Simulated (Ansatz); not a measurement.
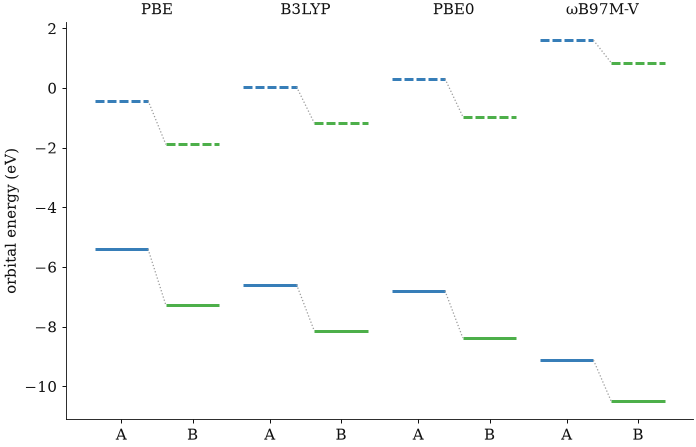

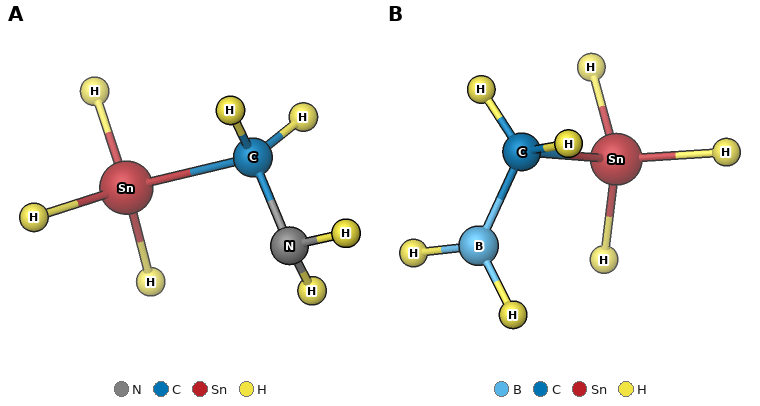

One change: A, CH₇NSn (SMILES N[CH2][SnH3]), becomes B, CH₇BSn (SMILES B[CH2][SnH3]). NH₂ on C is replaced by BH₂. HOMO (solid) and LUMO (dashed) computed in def2-TZVPP at PBE0-D4/def2-TZVP geometries, both minima by their frequencies, gas phase, the Ansatz code 0.2.0. Empty levels above zero depend strongly on the basis.

Q: What does the change do to HOMO and LUMO?

A: PBE: the HOMO falls by 1.88 eV, the LUMO falls by 1.47 eV, and the separation goes from 4.98 to 5.39 eV. B3LYP: the HOMO falls by 1.56 eV, the LUMO falls by 1.22 eV, and the separation goes from 6.63 to 6.97 eV. PBE0: the HOMO falls by 1.58 eV, the LUMO falls by 1.27 eV, and the separation goes from 7.11 to 7.42 eV. ωB97M-V: the HOMO falls by 1.39 eV, the LUMO falls by 0.76 eV, and the separation goes from 10.73 to 11.35 eV.

Q: Do the functionals agree on the effect?

A: They agree on the direction for both levels; the HOMO shift lies between −1.88 and −1.39 eV and the LUMO shift between −1.47 and −0.76 eV, while the separations themselves differ by up to 6.0 eV between functionals.

Caveats: core potentials past krypton; spin-orbit coupling is left out, and with Sn it can shift these values.
